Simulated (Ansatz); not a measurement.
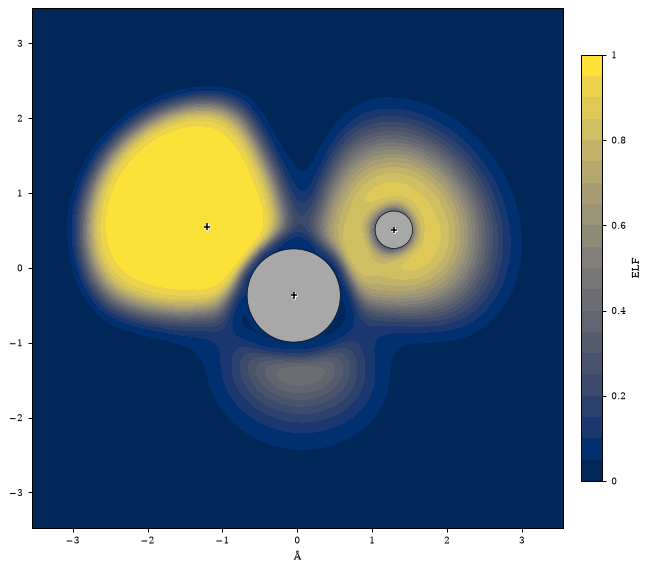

The electron localisation function on a plane through atoms (crosses mark nuclei in the plane; grey discs cover the cores).

The calculation used RKS PBE0-D4/def2-TZVPPD in Ansatz.

Candidates:
A. AlF4 (charge −1)
B. N2···H4OSi
C. FH3Si

Question: Which candidate gave the map?

Answer: Candidate C: FH3Si on the plane of atoms F2, Si1 and H4, which holds Si, F and H. Si–F (1.60 Å): the ELF peaks at about 0.85 in the valence shell of F, 0.6 Å from its nucleus, and is about 0.50 at the midpoint. Si–H (1.48 Å): the ELF climbs to about 1 towards the hydrogen, as it does in any bond to H.
